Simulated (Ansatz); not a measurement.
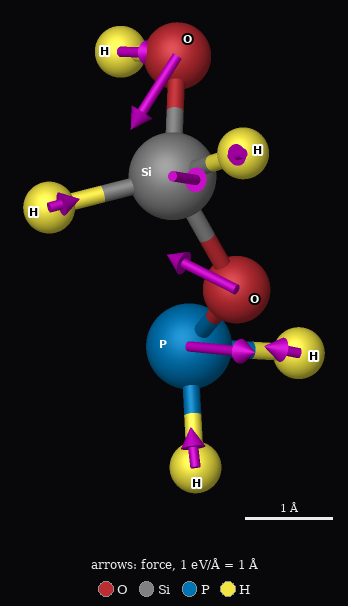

Starting geometry of SiPH$_{5}$O$_{2}$ with the computed forces as purple arrows. A ball-and-stick model, seen from a free direction.

The start comes from PBE-D4/def2-SVP.

These are results of Ansatz 0.2.0, RKS PBE0-D4/def2-TZVP, not measurements.

The input:
```yaml
crystal:
  periodic: [false, false, false]
  atoms:
    - {symbol: O, position_ang: [-0.321596, 1.162673, -1.664372]}
    - {symbol: Si, position_ang: [0.845786, 0.577049, -0.618423]}
    - {symbol: O, position_ang: [0.343401, -0.809378, 0.202624]}
    - {symbol: P, position_ang: [-0.967571, -0.826687, 1.268853]}
    - {symbol: H, position_ang: [-1.035803, 1.675715, -1.247356]}
    - {symbol: H, position_ang: [1.218457, 1.630541, 0.392163]}
    - {symbol: H, position_ang: [1.993720, 0.138841, -1.461452]}
    - {symbol: H, position_ang: [-0.356556, -1.582889, 2.341841]}
    - {symbol: H, position_ang: [-1.631337, -2.012165, 0.768921]}
basis:
  gaussian: {orbitals: def2-TZVP}
hamiltonian: {xc: pbe0, dispersion: d4}
relax: {f_tol: 0.005, max_steps: 150}
```

Run as
```bash
ansatz run in.yaml --threads 2 --pin off --events-out ev --progress --plain --max-ram 4352MiB
```

Q: Is this structure relaxed? If not, where do the atoms go?

A: It isn't relaxed: the largest force vector, on P4, is 1.10 eV/Å. The final displacements follow the starting forces only in part (cosine between the two patterns 0.57). The largest moves after the best rigid fit, 0.065 Å, are those of H5 and H8. By element the largest moves are H 0.065 Å, O 0.052 Å, Si 0.034 Å, P 0.028 Å. Near-neighbour distances that change, for instance: O3–P4 1.690 → 1.646 Å, Si2–O3 1.688 → 1.647 Å, O1–Si2 1.673 → 1.637 Å, P4–H8 1.448 → 1.424 Å. Among the angles between lasting bonds that change: Si2–O1–H5 115.4° → 118.2°, Si2–O3–P4 123.1° → 125.8°. After 10 accepted moves (11 points after the start) the energy has fallen by 0.092 eV. Largest force component: 0.99 eV/Å at the start, 0.0018 eV/Å at the end. The line search rejected the trial step at point 3 of the run.
